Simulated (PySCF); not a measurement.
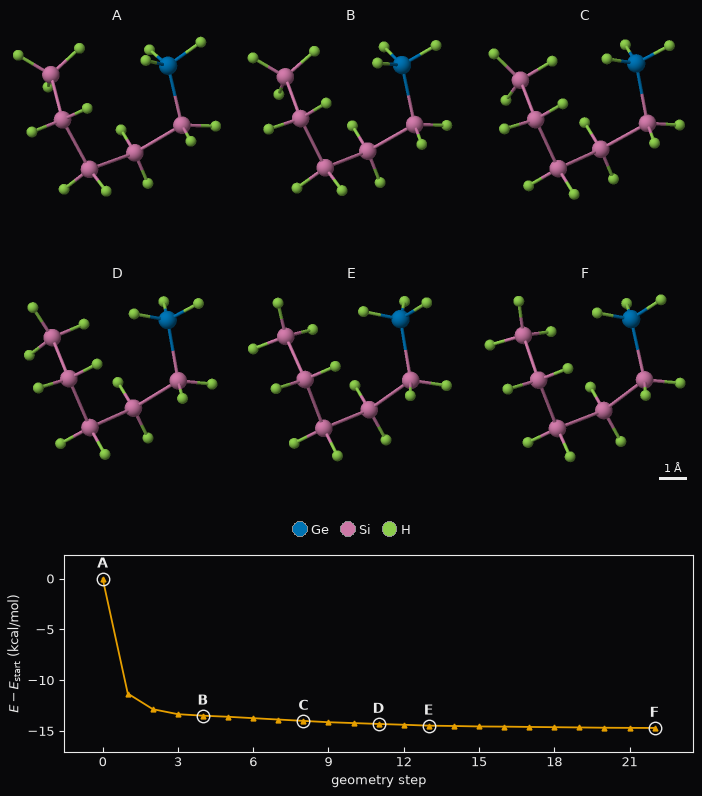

Frames of a relaxation of GeSi5H14, marked on the history of the run. The picture is a ball-and-stick view, seen face on.

The start comes from GFN2-xTB. Its atoms were then displaced at random by about 0.03 Å.

All numbers below come from PBE0-D3(BJ)/def2-SVP geometry optimisation, gas phase (PySCF). 

**What happens along the run?**

The largest moves after the best rigid fit, 1.39 Å, are those of H atoms. By element the largest moves are H 1.39 Å, Si 0.34 Å, Ge 0.27 Å. Among the contacts that change: Si–Si 2.461 → 2.346 Å, H–Si 1.386 → 1.497 Å, Ge–H 1.437 → 1.540 Å, Si–Si 2.290 → 2.347 Å. Among the angles between lasting bonds that change: Si–Si–Si 117.4° → 108.3°, Si–Si–H 116.7° → 110.5°, Si–Si–H 115.6° → 109.8°. Groups turn about Si–Si by about 50°. After 22 geometry steps the energy has fallen by 14.7 kcal/mol. From step 0 to 4: an H atom moves most (0.31 Å), energy −13.5 kcal/mol. From step 4 to 8: an H atom moves most (0.51 Å), energy −0.51 kcal/mol. From step 8 to 11: an H atom moves most (0.41 Å), energy −0.30 kcal/mol. From step 11 to 13: an H atom moves most (0.62 Å), energy −0.17 kcal/mol. From step 13 to 22: an H atom moves most (0.46 Å), energy −0.23 kcal/mol.
